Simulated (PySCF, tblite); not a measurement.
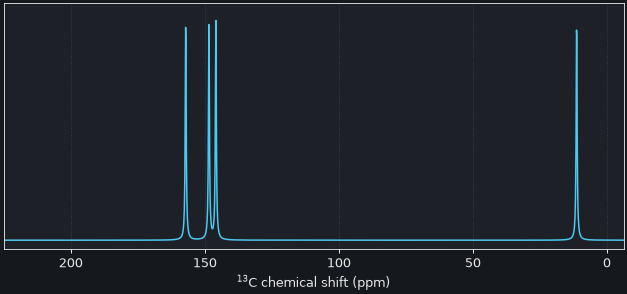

GIAO shifts, PBE0/pcSseg-1 with PySCF, at a GFN2-xTB geometry (a minimum by its frequencies), against TMS for ¹³C computed at the same level. Gas phase, fully decoupled, line heights follow the number of nuclei, widths are arbitrary (no quadrupolar broadening); values of one conformer, averaged over methyl-type rotors and exact or near symmetry; other conformers aren't averaged in.

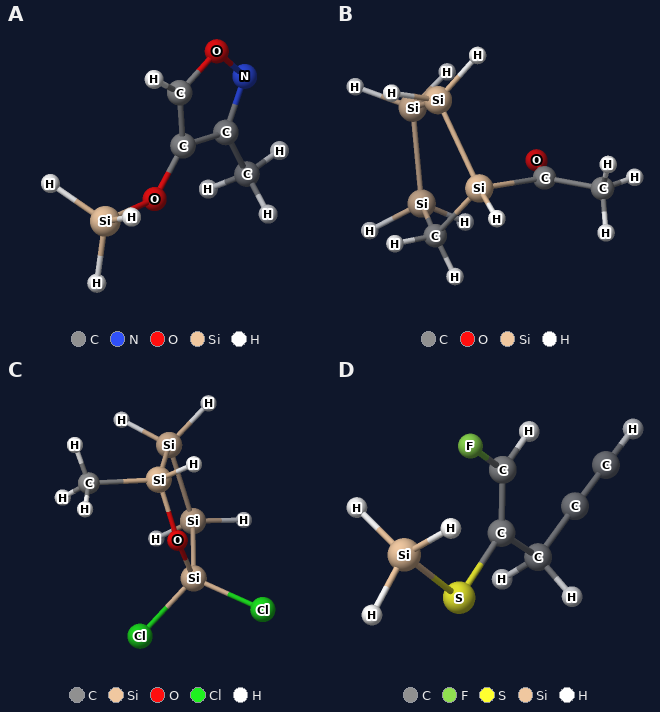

> Which molecule was computed? Choose among the lettered structures.

Structure A, C₄H₇NO₂Si, SMILES Cc1nocc1O[SiH3]. Its ¹³C signals: 157.1 (1 C), 148.4 (1 C), 145.9 (1 C), 11.3 (1 C) ppm.

Note: the tight-binding geometry is rougher than a DFT one and adds to the error.
